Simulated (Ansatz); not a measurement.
AlF$_{2}$H

```xyz
4

Al    0.3735    0.0000    0.2556
H     0.3184    0.0000    1.8170
F     1.8170    0.0000   -0.5535
F    -1.0093    0.0000   -0.6532
```

Computed with Ansatz, RKS PBE0/def2-SVP.

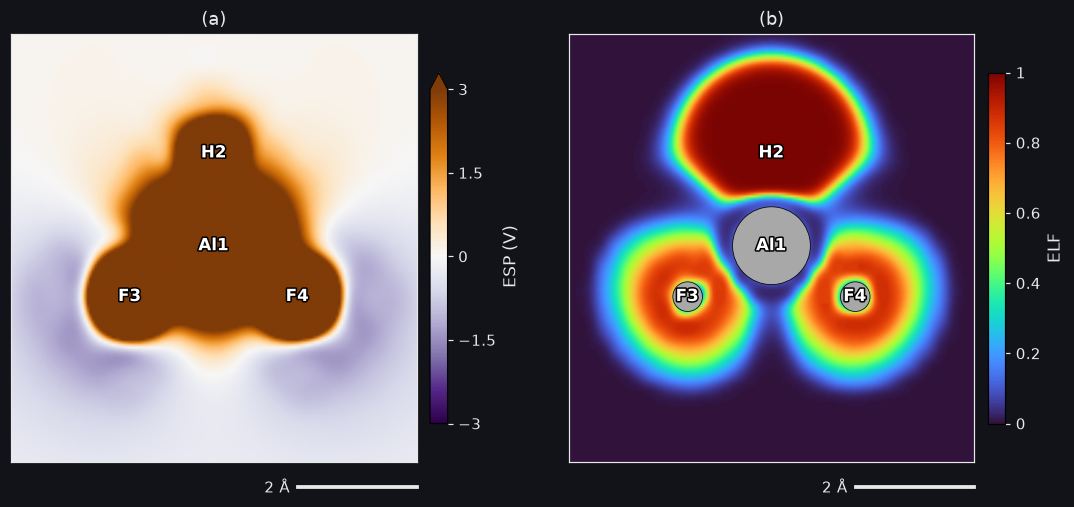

Figure 1. (a) electrostatic potential; (b) ELF on the molecular plane. Grey discs cover the atomic cores in the ELF map.

### Interpret the plot.

Atoms in the plane: Al, H and F.
Al–F (1.65 Å): the ELF peaks at about 0.85 in the valence shell of F, 0.6 Å from its nucleus, and is about 0.30 at the midpoint.
Al–H (1.56 Å): the ELF climbs to about 1 towards the hydrogen.
The ELF also peaks beside F3 and F4, away from the bonds: lone-pair regions.
Outside the dense part of the molecule the potential is most negative (−1.5 V) near F3 and F4.

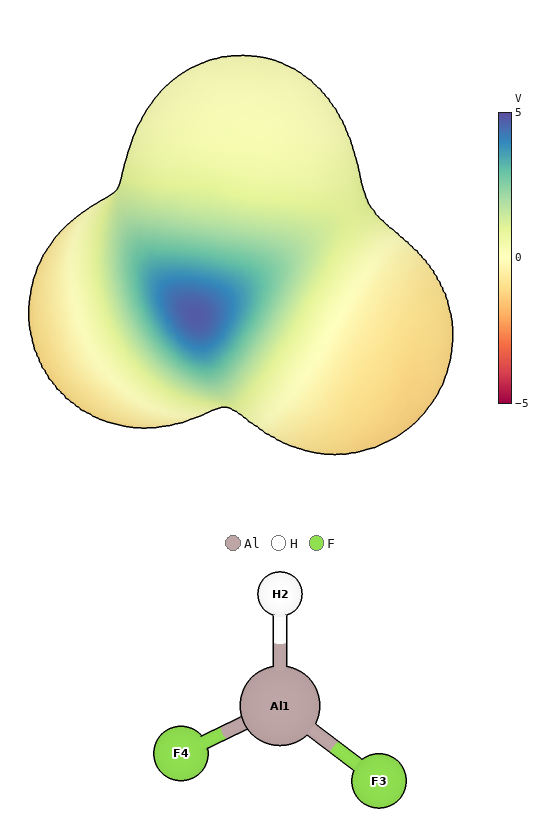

Figure 2. The electrostatic potential painted on the density surface at 0.002 e/bohr³, seen at a tilt; red is negative and blue positive. The bare structure is drawn below in the same view.

### Describe the electrostatic potential map.

The most negative region (about −1.3 V) lies over F3 and F4, the most positive (about +4.7 V) over Al1.

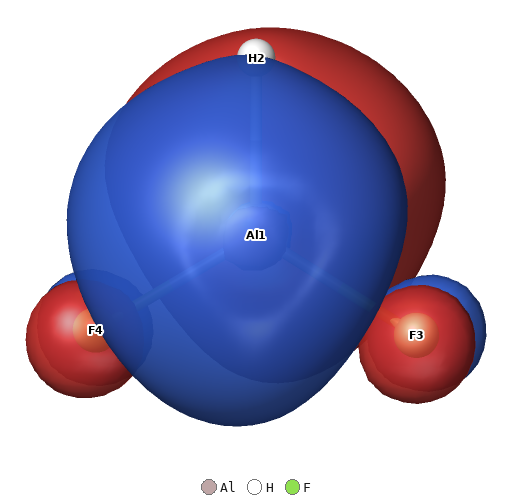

Figure 3. The LUMO at ±0.1 Å⁻³ᐟ² (red and blue are the two phases), seen across its widest extent.

### Where does this orbital lie, and at what energy?

By Hirshfeld shares it lies mainly on Al1 (about 80 %), F3 (about 5 %), F4 (about 5 %) and H2 (about 5 %); it changes sign across the molecular plane (π type). Its energy is −0.71 eV.
